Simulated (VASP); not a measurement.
# Cu2SeS with AM05: from relaxation to properties, part 6 of 8

Aim: relax Cu2SeS, then compute properties on the relaxed cell. The cell is invented: it takes the structure of a Materials Project entry for Mg2SeS (space group 115 there), with some of its atoms replaced by other elements, volume scaled by an estimate. It may not be a known or stable phase. The atoms of the start are displaced at random from the sites of a P-4m2 cell.

VASP 6.6.1; AM05, no spin polarisation; plane waves and PAW (Se, Cu, S); invented cell.

Still holding for the runs below: This run has no spin polarisation, although Cu can carry a moment.

So far. Step 5 (Bands along the symmetry lines (AM05)): There is no gap at this level. Step 6 (Total and projected DOS (AM05)): The finer mesh and the other smearing move the Fermi level by -0.00 eV from the 6×6×5 run, a small shift, which tests the Fermi level alone. Of the states within 0.3 eV of the Fermi level, the largest shares in the PAW spheres are Cu d 38 % and Se p 19 %. The rest lies in smaller channels or between the spheres.

## (7) Zone-centre phonons (AM05) (continued)

From OUTCAR (step 7):

```text
   k-points           NKPTS =    105   k-points in BZ     NKDIM =    105   number of bands    NBANDS=     23

   NELECT =      34.0000    total number of electrons

  Total       -0.1837199     -0.1837199      0.2903399      0.0000000      0.0000000      0.0000000
  in kB       -4.0287979     -4.0287979      6.3668698      0.0000000      0.0000000      0.0000000
  external PRESSURE =      -0.5635753 kB  Pullay stress =       0.0000000 kB

 POSITION                                       TOTAL-FORCE (eV/Angst)
 -----------------------------------------------------------------------------------
      1.89002      1.89002      2.55662        -0.000000      0.000000      0.000000
      0.00000      1.89002      1.16140        -0.000000     -0.000000     -0.019255
      1.89002      0.00000      3.95184         0.000000     -0.000000      0.019255
      0.00000      0.00000      0.00000        -0.000000     -0.000000      0.000000
 -----------------------------------------------------------------------------------
    total drift:                                0.000000      0.000000      0.000000

 Eigenvectors and eigenvalues of the dynamical matrix
 ----------------------------------------------------

   1 f  =    9.508489 THz    59.743596 2PiTHz  317.169043 cm-1    39.323932 meV
             X         Y         Z           dx          dy          dz
      1.890025  1.890025  2.556621     0.004727    0.077552    0.000000
      0.000000  1.890025  1.161405    -0.000077    0.517295   -0.000000
      1.890025  0.000000  3.951838     0.031529   -0.001261   -0.000000
      0.000000  0.000000  0.000000    -0.051814   -0.850111    0.000000

   2 f  =    9.508489 THz    59.743596 2PiTHz  317.169043 cm-1    39.323932 meV
             X         Y         Z           dx          dy          dz
      1.890025  1.890025  2.556621     0.077552   -0.004727   -0.000000
      0.000000  1.890025  1.161405    -0.001261   -0.031529    0.000000
      1.890025  0.000000  3.951838     0.517295    0.000077   -0.000000
      0.000000  0.000000  0.000000    -0.850111    0.051814   -0.000000

   3 f  =    7.828547 THz    49.188215 2PiTHz  261.132236 cm-1    32.376256 meV
             X         Y         Z           dx          dy          dz
      1.890025  1.890025  2.556621    -0.000000    0.000000    0.016478
      0.000000  1.890025  1.161405     0.000000    0.000000    0.308332
      1.890025  0.000000  3.951838    -0.000000   -0.000000    0.308332
      0.000000  0.000000  0.000000     0.000000   -0.000000   -0.899773

   4 f  =    6.232284 THz    39.158597 2PiTHz  207.886627 cm-1    25.774645 meV
             X         Y         Z           dx          dy          dz
      1.890025  1.890025  2.556621    -0.000000    0.000000   -0.818193
      0.000000  1.890025  1.161405     0.000000   -0.000000    0.369907
      1.890025  0.000000  3.951838    -0.000000   -0.000000    0.369907
      0.000000  0.000000  0.000000     0.000000   -0.000000    0.238534

   5 f  =    6.211544 THz    39.028285 2PiTHz  207.194822 cm-1    25.688872 meV
             X         Y         Z           dx          dy          dz
      1.890025  1.890025  2.556621    -0.026590    0.714737    0.000000
      0.000000  1.890025  1.161405     0.025680   -0.106369   -0.000000
      1.890025  0.000000  3.951838     0.003957   -0.690256    0.000000
      0.000000  0.000000  0.000000    -0.000056    0.001501   -0.000000

   6 f  =    6.211544 THz    39.028285 2PiTHz  207.194822 cm-1    25.688872 meV
             X         Y         Z           dx          dy          dz
      1.890025  1.890025  2.556621     0.714737    0.026590    0.000000
      0.000000  1.890025  1.161405    -0.690256   -0.003957   -0.000000
      1.890025  0.000000  3.951838    -0.106369   -0.025680    0.000000
      0.000000  0.000000  0.000000     0.001501    0.000056   -0.000000

   7 f  =    5.432262 THz    34.131910 2PiTHz  181.200761 cm-1    22.466021 meV
             X         Y         Z           dx          dy          dz
      1.890025  1.890025  2.556621    -0.000000   -0.000000    0.000000
      0.000000  1.890025  1.161405     0.000000    0.000000   -0.707107
      1.890025  0.000000  3.951838     0.000000    0.000000    0.707107
      0.000000  0.000000  0.000000    -0.000000   -0.000000   -0.000000

   8 f  =    2.129144 THz    13.377804 2PiTHz   71.020589 cm-1     8.805427 meV
             X         Y         Z           dx          dy          dz
      1.890025  1.890025  2.556621    -0.387117    0.049998   -0.000000
      0.000000  1.890025  1.161405    -0.502678   -0.086022   -0.000000
      1.890025  0.000000  3.951838     0.666044    0.064923    0.000000
      0.000000  0.000000  0.000000     0.370721   -0.047880    0.000000

   9 f  =    2.129144 THz    13.377804 2PiTHz   71.020589 cm-1     8.805427 meV
             X         Y         Z           dx          dy          dz
      1.890025  1.890025  2.556621    -0.049998   -0.387117    0.000000
      0.000000  1.890025  1.161405    -0.064923    0.666044    0.000000
      1.890025  0.000000  3.951838     0.086022   -0.502678    0.000000
      0.000000  0.000000  0.000000     0.047880    0.370721    0.000000

  10 f/i=    0.009492 THz     0.059639 2PiTHz    0.316614 cm-1     0.039255 meV
             X         Y         Z           dx          dy          dz
      1.890025  1.890025  2.556621    -0.559732    0.129419    0.000000
      0.000000  1.890025  1.161405    -0.502481    0.116853    0.000000
      1.890025  0.000000  3.951838    -0.505384    0.116182    0.000000
      0.000000  0.000000  0.000000    -0.357844    0.082739    0.000000

  11 f/i=    0.009492 THz     0.059639 2PiTHz    0.316614 cm-1     0.039255 meV
             X         Y         Z           dx          dy          dz
      1.890025  1.890025  2.556621    -0.129419   -0.559732   -0.000000
      0.000000  1.890025  1.161405    -0.116182   -0.505384   -0.000000
      1.890025  0.000000  3.951838    -0.116853   -0.502481   -0.000000
      0.000000  0.000000  0.000000    -0.082739   -0.357844   -0.000000

  12 f/i=    0.018955 THz     0.119095 2PiTHz    0.632258 cm-1     0.078390 meV
             X         Y         Z           dx          dy          dz
      1.890025  1.890025  2.556621    -0.000000   -0.000000    0.574708
      0.000000  1.890025  1.161405    -0.000000   -0.000000    0.517784
      1.890025  0.000000  3.951838    -0.000000   -0.000000    0.517784
      0.000000  0.000000  0.000000    -0.000000   -0.000000    0.365391

 ELASTIC MODULI CONTR FROM IONIC RELAXATION (kBar)
 Direction    XX          YY          ZZ          XY          YZ          ZX
 --------------------------------------------------------------------------------
 XX        -399.1069    396.8239      2.0101      0.0000     -0.0000      0.0000
 YY         396.8239   -399.1069      2.0101      0.0000     -0.0000     -0.0000
 ZZ           2.0101      2.0101     -3.5395      0.0000      0.0000      0.0000
 XY           0.0000      0.0000      0.0000      0.0000      0.0000      0.0000
 YZ          -0.0000     -0.0000      0.0000      0.0000   -350.2019      0.0000
 ZX           0.0000     -0.0000      0.0000      0.0000      0.0000   -383.2556
 --------------------------------------------------------------------------------

[... 6 parts as in an earlier step ...]

[... 4 further parts left out ...]
```

Energies printed during the response cycles are not total energies of the cell.

Numbers from this step:

```yaml
bands: 23
irreducible_k_points: 105
pressure_of_the_cell: -0.05636 GPa
largest_force_of_the_cell: 0.01926 eV/Å
fermi_energy: 4.187 eV
```

The modes at Γ (shares of kinetic energy by element, %):

```csv
mode,frequency (cm⁻¹),symmetry,Se %,Cu %,S %
1,-0.6,acoustic,33,54,13
2,-0.3,acoustic,33,54,13
3,-0.3,acoustic,33,54,13
4,71.0,E,15,71,14
5,71.0,E,15,71,14
6,181.2,A1,0,100,0
7,207.2,E,51,49,0
8,207.2,E,51,49,0
9,207.9,B,67,27,6
10,261.1,B,0,19,81
11,317.2,E,1,27,73
12,317.2,E,1,27,73
```

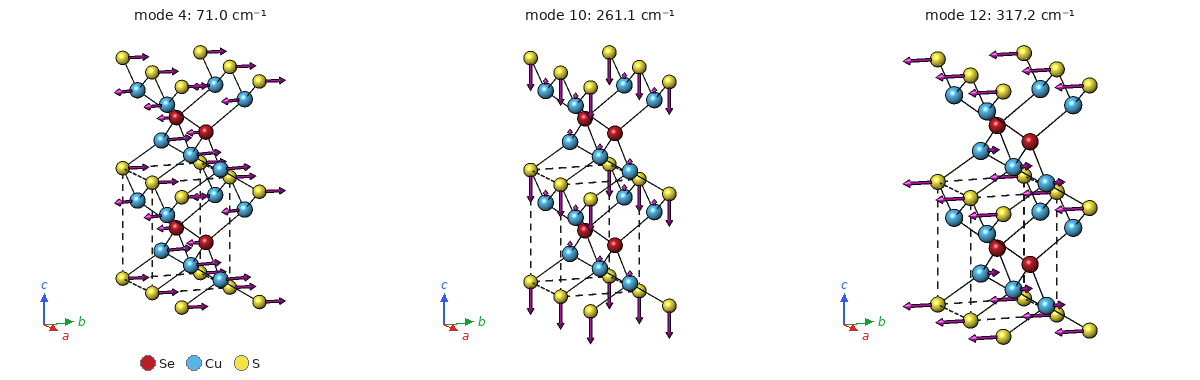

Displacement patterns of modes 4, 10 and 12 at Γ; arrows are exaggerated. 2×1×2 cells are drawn. Some periodic images of atoms are drawn too.

The three acoustic modes lie within 0.6 cm⁻¹ of zero, and all others are real. By the characters of their eigenvectors the optical modes sort into (cm⁻¹) Raman active: E 71, A1 181, E 207, B 208, B 261, E 317; infrared active: E 71, E 207, B 208, B 261, E 317. In this point group the infrared-active B modes are B2 and the others B1.

## (8) Core levels (AM05)

Core levels shift with the potential at each site, so they tell like atoms on unlike sites apart.

File INCAR:

```
SYSTEM = Cu2SeS
PREC = Accurate
ENCUT = 400
EDIFF = 1E-06
NELM = 100
ISMEAR = 0
SIGMA = 0.05
LREAL = .FALSE.
ALGO = Normal
GGA = AM
NBANDS = 23
LORBIT = 11
LWAVE = .FALSE.
LCHARG = .FALSE.
KPAR = 2
ICORELEVEL = 1
```

File POSCAR:

```
Cu2SeS
1.0
    3.7800495400      0.0000000000      0.0000000000
    0.0000000000      3.7800495400      0.0000000000
    0.0000000000      0.0000000000      5.1132423600
Se Cu S
1 2 1
Direct
    0.5000000000      0.5000000000      0.5000000000
    0.0000000000      0.5000000000      0.2271366280
    0.5000000000      0.0000000000      0.7728633720
    0.0000000000      0.0000000000      0.0000000000
```

File KPOINTS:

```
Automatic mesh
0
Gamma
6 6 5
0 0 0
```

PAW data sets: Se, Cu and S (PBE family, release 64).

Run with:

```
mpirun -np 2 vasp_std
```

What it wrote:

```text
[... set-up lines as in an earlier step ...]
 entering main loop
       N       E                     dE             d eps       ncg     rms          rms(c)
DAV:   1     0.227534578196E+03    0.22753E+03   -0.12738E+04  1380   0.151E+03
DAV:   2     0.223358347228E+01   -0.22530E+03   -0.21413E+03  1394   0.319E+02
DAV:   3    -0.188306543371E+02   -0.21064E+02   -0.20173E+02  1863   0.114E+02
DAV:   4    -0.197498130174E+02   -0.91916E+00   -0.91683E+00  1888   0.231E+01
DAV:   5    -0.197845823105E+02   -0.34769E-01   -0.34757E-01  1951   0.402E+00    0.158E+01
DAV:   6    -0.200061620232E+02   -0.22158E+00   -0.48388E+01  1742   0.183E+02    0.130E+01
DAV:   7    -0.163887250101E+02    0.36174E+01   -0.12159E+01  1660   0.104E+02    0.413E+00
DAV:   8    -0.164989260015E+02   -0.11020E+00   -0.20205E+00  2229   0.217E+01    0.213E+00
DAV:   9    -0.164608402526E+02    0.38086E-01   -0.17127E-01  2072   0.110E+01    0.432E-01
DAV:  10    -0.164619291507E+02   -0.10889E-02   -0.13871E-02  2245   0.121E+00    0.301E-01
DAV:  11    -0.164614781989E+02    0.45095E-03   -0.43887E-03  1959   0.219E+00    0.113E-01
DAV:  12    -0.164614010023E+02    0.77197E-04   -0.14082E-03  2245   0.833E-01    0.298E-02
DAV:  13    -0.164614020305E+02   -0.10282E-05   -0.48117E-05  2251   0.592E-02    0.123E-02
DAV:  14    -0.164614048453E+02   -0.28148E-05   -0.80784E-06  1848   0.378E-02    0.550E-03
DAV:  15    -0.164614056144E+02   -0.76906E-06   -0.92900E-07  1256   0.146E-02
   1 F= -.16461406E+02 E0= -.16459251E+02  d E =-.430940E-02
```

Wall time 13 s (2 MPI ranks of Intel Xeon 6975P-C (Granite Rapids), shared host); peak memory 0.35 GiB.

Parts of OUTCAR (step 8):

```text
   k-points           NKPTS =     30   k-points in BZ     NKDIM =     30   number of bands    NBANDS=     23

   NELECT =      34.0000    total number of electrons

 the core state eigenenergies are
   1-  1s -12493.4072  2s  -1596.8976  2p  -1403.2481  3s   -203.5848  3p   -143.0559
       3d    -43.2398
   2-  1s  -8844.5503  2s  -1056.8811  2p   -911.3410  3s   -108.4034  3p    -65.7622

   3-  1s  -8844.5503  2s  -1056.8811  2p   -911.3410  3s   -108.4034  3p    -65.7622

   4-  1s  -2395.5578  2s   -201.5349  2p   -146.3154

 E-fermi :   4.1987

 k-point     1 :       0.0000    0.0000    0.0000
  band No.  band energies     occupation
    ...
     11       1.6249      2.00000
     12       1.7010      2.00000
     13       1.9893      2.00000
     14       2.5780      2.00000
     15       2.5780      2.00000
     16       5.4590      0.00000
     17       5.4590      0.00000
     18       5.5692      0.00000
     19       7.4011      0.00000
     20       7.9967      0.00000
    ...

  Total       -0.1721733     -0.1721733      0.4478775      0.0000000      0.0000000      0.0000000
  in kB       -3.7755908     -3.7755908      9.8215146      0.0000000      0.0000000      0.0000000
  external PRESSURE =       0.7567777 kB  Pullay stress =       0.0000000 kB

 POSITION                                       TOTAL-FORCE (eV/Angst)
 -----------------------------------------------------------------------------------
      1.89002      1.89002      2.55662        -0.000000     -0.000000      0.000000
      0.00000      1.89002      1.16140        -0.000000      0.000000     -0.023865
      1.89002      0.00000      3.95184         0.000000      0.000000      0.023865
      0.00000      0.00000      0.00000        -0.000000      0.000000      0.000000
 -----------------------------------------------------------------------------------
    total drift:                                0.000000      0.000000      0.000000

  FREE ENERGIE OF THE ION-ELECTRON SYSTEM (eV)
  ---------------------------------------------------
  free  energy   TOTEN  =       -16.4614056144 eV

  energy  without entropy=      -16.4570962124  energy(sigma->0) =      -16.45925091

[... 9 parts as in an earlier step ...]

[... 6 further parts left out ...]
```

These are scalar-relativistic Kohn-Sham levels of the ground state, with no core hole, so they are not binding energies.

This step gave:

- SCF cycles: 15
- irreducible k-points: 30
- free energy (TOTEN): -16.46 eV
- Fermi energy: 4.199 eV
- pressure: 0.07568 GPa

Kohn-Sham core levels. Core levels, by row:

```csv
atom,shell,level below the Fermi level (eV)
Se1,1s,12498
Se1,2s,1601
Se1,2p,1407
Se1,3s,207.8
Se1,3p,147.3
Se1,3d,47.44
Cu2,1s,8849
Cu2,2s,1061
Cu2,2p,915.5
Cu2,3s,112.6
Cu2,3p,69.96
Cu3,1s,8849
Cu3,2s,1061
Cu3,2p,915.5
Cu3,3s,112.6
Cu3,3p,69.96
S4,1s,2400
S4,2s,205.7
S4,2p,150.5
```

Atoms of one element give levels within 0.1 eV of each other.

## (9) Volume scan with AM05

An equation of state needs energies on both sides of the minimum, all on one mesh and cutoff.

INCAR: that of step 8 with these lines changed.

```diff
@@ -15,2 +15,2 @@
 KPAR = 2
-ICORELEVEL = 1
+ISIF = 2
```

File POSCAR:

```
Cu2SeS
1.0
    3.7028840196      0.0000000000      0.0000000000
    0.0000000000      3.7028840196      0.0000000000
    0.0000000000      0.0000000000      5.0088611864
Se Cu S
1 2 1
Direct
    0.5000000000      0.5000000000      0.5000000000
    0.0000000000      0.5000000000      0.2271366280
    0.5000000000      0.0000000000      0.7728633720
    0.0000000000      0.0000000000      0.0000000000
```

KPOINTS is that of step 8.

Run with:

```
mpirun -np 2 vasp_std
```

What it wrote:

```text
[... set-up lines as in an earlier step ...]
 entering main loop
       N       E                     dE             d eps       ncg     rms          rms(c)
DAV:   1     0.234056858810E+03    0.23406E+03   -0.12890E+04  1380   0.156E+03
DAV:   2     0.321556900207E+01   -0.23084E+03   -0.22016E+03  1380   0.326E+02
DAV:   3    -0.188191993030E+02   -0.22035E+02   -0.21165E+02  1861   0.119E+02
DAV:   4    -0.197920554822E+02   -0.97286E+00   -0.96801E+00  1882   0.237E+01
DAV:   5    -0.198240149016E+02   -0.31959E-01   -0.31948E-01  1945   0.383E+00    0.164E+01
DAV:   6    -0.198286389128E+02   -0.46240E-02   -0.48927E+01  1756   0.189E+02    0.131E+01
DAV:   7    -0.162986627488E+02    0.35300E+01   -0.12300E+01  1653   0.108E+02    0.445E+00
DAV:   8    -0.164182539691E+02   -0.11959E+00   -0.20572E+00  2223   0.221E+01    0.225E+00
DAV:   9    -0.163715081085E+02    0.46746E-01   -0.19088E-01  2062   0.122E+01    0.448E-01
DAV:  10    -0.163727861988E+02   -0.12781E-02   -0.16320E-02  2252   0.126E+00    0.299E-01
DAV:  11    -0.163722898029E+02    0.49640E-03   -0.44261E-03  1881   0.222E+00    0.105E-01
DAV:  12    -0.163722316876E+02    0.58115E-04   -0.13507E-03  2266   0.801E-01    0.315E-02
DAV:  13    -0.163722305031E+02    0.11845E-05   -0.46147E-05  2231   0.643E-02    0.136E-02
DAV:  14    -0.163722322710E+02   -0.17679E-05   -0.86031E-06  2034   0.398E-02    0.693E-03
DAV:  15    -0.163722329344E+02   -0.66340E-06   -0.77851E-07  1290   0.120E-02
   1 F= -.16372233E+02 E0= -.16370041E+02  d E =-.438423E-02
```

The job ended after 8.8 s (2 MPI ranks; peak memory 0.32 GiB; 16 s of CPU time).

OUTCAR, selected parts (step 9):

```text
   ENCUT  =  400.0 eV  29.40 Ry    5.42 a.u.   6.04  6.04  8.17*2*pi/ulx,y,z

   NELECT =      34.0000    total number of electrons

 E-fermi :   4.8883

 k-point     1 :       0.0000    0.0000    0.0000
  band No.  band energies     occupation
    ...
     11       2.0692      2.00000
     12       2.1628      2.00000
     13       2.4881      2.00000
     14       3.0988      2.00000
     15       3.0988      2.00000
     16       6.2715      0.00000
     17       6.2715      0.00000
     18       6.3909      0.00000
     19       8.3554      0.00000
     20       8.6671      0.00000
    ...

  Total        2.4717961      2.4717961      3.0733192      0.0000000      0.0000000      0.0000000
  in kB       57.6639005     57.6639005     71.6966787      0.0000000      0.0000000      0.0000000
  external PRESSURE =      62.3414932 kB  Pullay stress =       0.0000000 kB

 POSITION                                       TOTAL-FORCE (eV/Angst)
 -----------------------------------------------------------------------------------
      1.85144      1.85144      2.50443         0.000000     -0.000000     -0.000000
      0.00000      1.85144      1.13770         0.000000      0.000000     -0.015443
      1.85144      0.00000      3.87117        -0.000000      0.000000      0.015443
      0.00000      0.00000      0.00000         0.000000      0.000000     -0.000000
 -----------------------------------------------------------------------------------
    total drift:                                0.000000      0.000000      0.000000

  FREE ENERGIE OF THE ION-ELECTRON SYSTEM (eV)
  ---------------------------------------------------
  free  energy   TOTEN  =       -16.3722329344 eV

  energy  without entropy=      -16.3678487016  energy(sigma->0) =      -16.37004082

[... 3 parts as in an earlier step ...]

[... 13 further parts left out ...]
```

The scan keeps the cell's shape and the fractional positions fixed.

This step gave:

| Property | Result |
| --- | --- |
| free energy (TOTEN) | -16.37 eV |
| energy at zero smearing | -16.37 eV |
| Fermi energy | 4.888 eV |
| pressure | 6.234 GPa |

The pressure here is 6.23 GPa.

(Continued in part 7 of 8.)

[Lines on the potential files, build, host, timing and source positions are cut from VASP's logs without a mark.]

[Logs are printed without paths, hosts, clocks, repeated set-up lines and the standing remarks that a program may print on its own settings, such as how far it seeks lower states.]

[Hosts, paths, dates, database ids (printed as entryN), source tags and the programs' standing remarks are cut or masked in the printed files.]

[A measured line is paired with the nearest computed mode of its activity, which favours agreement.]
